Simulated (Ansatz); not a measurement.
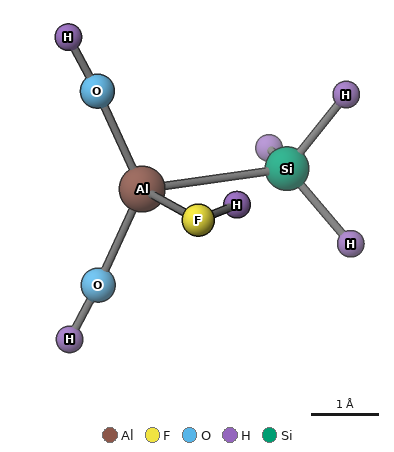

This is the input geometry for a constrained relaxation of AlSiH₆O₂F. Style: ball-and-stick. Shown at a tilt.

The reaction that was planned forms Al1–Si6, F2–H5 and breaks Al1–F2, H5–Si6 (atoms numbered from 1 in input order).

All numbers below come from Ansatz 0.2.0, RKS PBE0-D4/def2-SVP.

Input
```yaml
crystal:
  periodic: [false, false, false]
  atoms:
    - {symbol: Al, position_ang: [-0.606100, 0.466900, -0.420800]}
    - {symbol: F, position_ang: [0.280000, 2.036000, 0.382300]}
    - {symbol: O, position_ang: [-0.236400, 0.641700, -2.016300]}
    - {symbol: O, position_ang: [-2.042900, 0.438000, 0.384100]}
    - {symbol: H, position_ang: [0.627800, 1.055900, 0.562400]}
    - {symbol: Si, position_ang: [0.960900, -1.114800, 0.631000]}
    - {symbol: H, position_ang: [-0.072300, 0.789500, -2.935100]}
    - {symbol: H, position_ang: [-2.888800, 0.471400, 0.804700]}
    - {symbol: H, position_ang: [0.525600, -2.476500, 0.274600]}
    - {symbol: H, position_ang: [2.384000, -1.117900, 0.228000]}
    - {symbol: H, position_ang: [1.068000, -1.190300, 2.105200]}
basis:
  gaussian: {orbitals: def2-SVP}
hamiltonian: {xc: pbe0, dispersion: d4}
relax: {f_tol: 0.04, max_steps: 150, escape_saddle: false, constraints: [{distance: [0, 5]}, {distance: [1, 4]}, {distance: [0, 1]}, {distance: [4, 5]}]}
```

Launched with:
```bash
ansatz run in.yaml --threads 8 --pin off --events-out ev --progress --plain --max-ram 19148MiB
```

Q: What does the optimiser find from here?

A: After 7 geometry steps the energy has fallen by 55.2 kJ/mol. Largest force component: 1.6 eV/Å at the start, 0.0086 eV/Å at the end. The largest moves after the best rigid fit, 0.77 Å, are those of H7 and H8. Largest moves by element: H 0.77 Å, F 0.21 Å, Si 0.14 Å, Al 0.11 Å, O 0.04 Å. Some distances before and after: Al1–O3 1.647 → 1.699 Å, Si6–H9 1.473 → 1.502 Å, Si6–H10 1.479 → 1.497 Å, O3–H7 0.945 → 0.956 Å. Bond angles that change, for instance: Al1–O3–H7 175.9° → 130.1°, Al1–F2–H5 58.6° → 75.2°, Al1–Si6–H9 107.6° → 95.4°. The run took 4.9 s on 8 threads of Intel Xeon 6975P-C, with other jobs on the host.

Final geometry:

```xyz
11

Al   -0.5150    0.4557   -0.3522
F     0.4410    1.9598    0.4940
O    -0.2079    0.6078   -2.0163
O    -2.0320    0.4172    0.4116
H     0.9574    1.0976    0.8164
Si    1.0736   -1.0941    0.7146
H    -0.8143    0.7194   -2.7473
H    -2.9113    0.4893    0.0429
H     0.4226   -2.3446    0.1960
H     2.4909   -1.1041    0.2320
H     1.0949   -1.2041    2.2083
```

After the run, drawn alike:

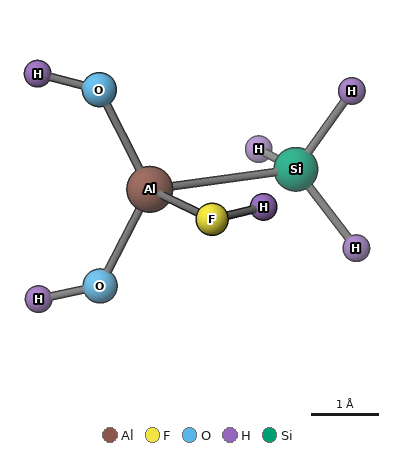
